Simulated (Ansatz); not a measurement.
| atom | x (Å) | y (Å) | z (Å) |
| --- | --- | --- | --- |
| In | -0.0322 | -0.3962 | -0.1286 |
| Cl | 0.0661 | -0.5109 | 2.2819 |
| O | 1.6451 | -0.4163 | -1.1366 |
| H | 2.4593 | -0.4876 | -0.6628 |
| O | -1.7889 | -0.3371 | -0.9893 |
| H | -2.5616 | -0.3600 | -0.4461 |
| H | 0.0847 | 2.3981 | 0.8718 |
| H | 0.0880 | 1.9131 | 1.3945 |

Core potentials replace the inner electrons of In; not at a stationary point (largest force 1.6 eV/Å).

These are results of Ansatz 0.2.0, RHF/def2-SVP, not measurements.

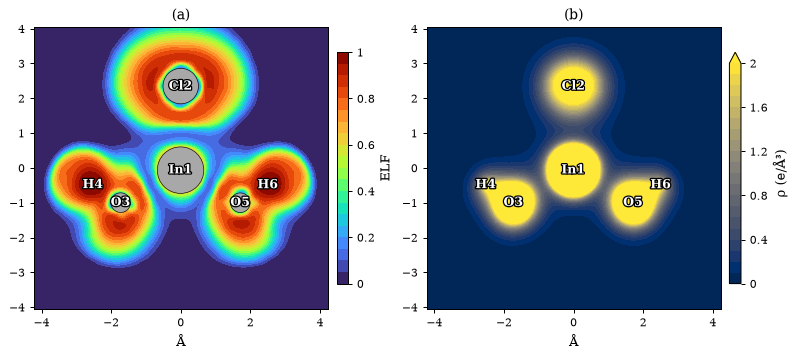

ClH$_{2}$InO$_{2}$···H$_{2}$. (a) ELF; (b) electron density on the plane of atoms In1, O3 and H4. Grey discs cover the atomic cores in the ELF map.

Question: Describe what can be read from this map.

Answer: The plane passes through In, Cl, O and H nuclei.
In–O (1.96 Å): the density is about 0.76 e/Å³ at the midpoint; the ELF peaks at about 0.85 in the valence shell of O, 0.6 Å from its nucleus, and drops to about 0.10 between the two atoms.
In–Cl (2.42 Å): ρ is about 0.45 e/Å³ halfway; the ELF peaks at about 0.85 in the valence shell of Cl, 0.9 Å from its nucleus, and drops to about 0.15 between the two atoms.
O–H (0.94 Å): the density is about 3.8 e/Å³ at the midpoint; the ELF climbs to about 1 towards the hydrogen, as it does in any bond to H; a covalent bond by its length.
The ELF also peaks beside O3, O5 and Cl2, away from the bonds: lone-pair regions.
